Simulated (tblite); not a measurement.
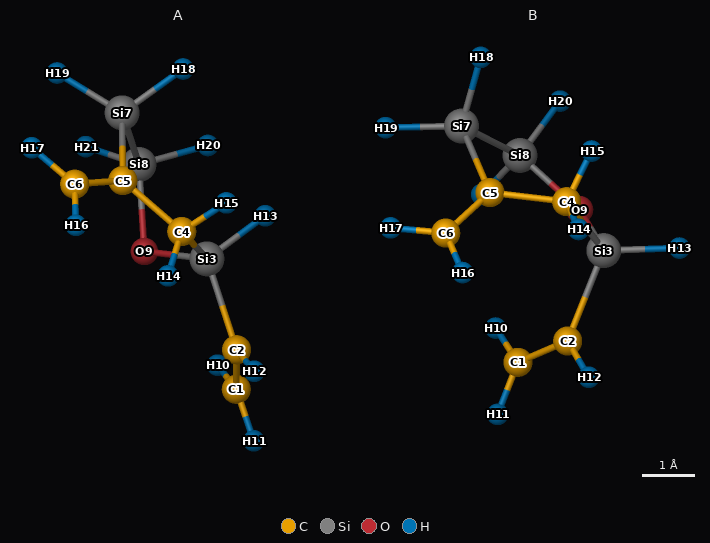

Two geometries of C₅H₁₂OSi₃, drawn at one scale. One is the start of a relaxation, the other its converged end. Style: ball-and-stick. Shown from a free direction.

Method: GFN2-xTB geometry optimisation, gas phase (tblite). 

### Which of the two is the end point?

Structure B is the relaxed one. Over 174 geometry steps the energy falls by 26.4 kcal/mol. H11 moves most after the best rigid fit: 2.24 Å. By element the largest moves are H 2.24 Å, O 1.75 Å, C 1.58 Å, Si 0.86 Å. Near-neighbour distances that change, for instance: Si3–Si8 2.710 → 3.076 Å, Si3–Si7 3.297 → 3.653 Å, Si3–O9 1.713 → 1.627 Å, Si8–O9 1.712 → 1.640 Å. Bond angles that change, for instance: Si3–O9–Si8 104.6° → 140.7°, H10–C1–H11 126.0° → 116.0°, O9–Si8–H21 113.3° → 104.2°. Groups turn about Si3–O9 by about 95°, Si3–C4 by about 75°, Si8–O9 by about 60°.
